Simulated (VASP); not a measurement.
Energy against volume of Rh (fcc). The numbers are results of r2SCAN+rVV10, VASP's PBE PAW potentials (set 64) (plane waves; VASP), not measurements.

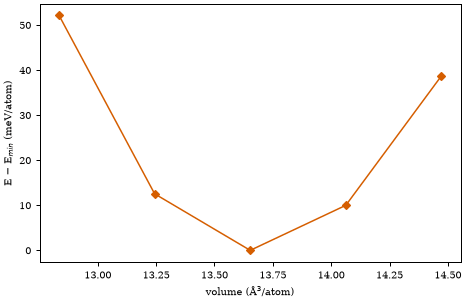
Energy against volume

Task: Estimate the equilibrium volume and the bulk modulus.

Result: The minimum lies near 13.7 Å³/atom, and the curvature gives B0 of about 290 GPa.

Measured: bulk modulus 271 GPa at 0 K (computed value off by +7.6 %), as given by H. Levämäki et al., Physical Review B (2014), arXiv:1402.3671 [corrected for temperature and zero-point phonon effects]; a 3.794 Å at 0 K (computed value off by +0.0 %), as given by Daniel Mejia-Rodriguez et al., Physical Review B (2018), arXiv:1807.09216 [static lattice: zero-point anharmonic expansion removed].

The compound is Rh in the fcc structure. It was relaxed first.
